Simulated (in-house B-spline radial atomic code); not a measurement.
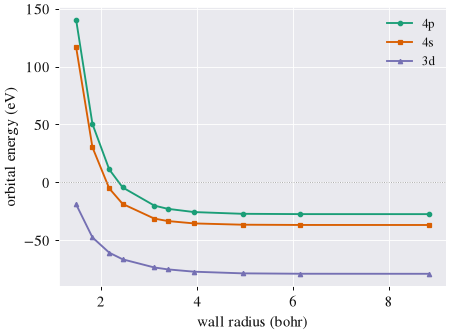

As²⁺ (Z = 33, 31 electrons) in the configuration [Ar] 3d10 4s2 4p1. It is put inside a hard spherical wall of varying radius. All numbers are computed, not measured: non-relativistic Hartree-Fock, average of configuration, point nucleus, hard spherical wall, basis-set limit (an in-house B-spline radial code). The runs are spin-unpolarised. The plot shows the outer orbital energies.

Question: Describe the level shifts under confinement.

Answer: The levels rise as the wall closes in: 4p goes from −27.5 eV at 8.83 bohr to 140.4 eV at 1.48 bohr and passes zero between 2.45 and 2.17 bohr. No two of the levels drawn cross. The fastest to rise is 4p (by 167.9 eV), the slowest 3d (by 60.0 eV): the wall presses hardest on the most extended orbitals.
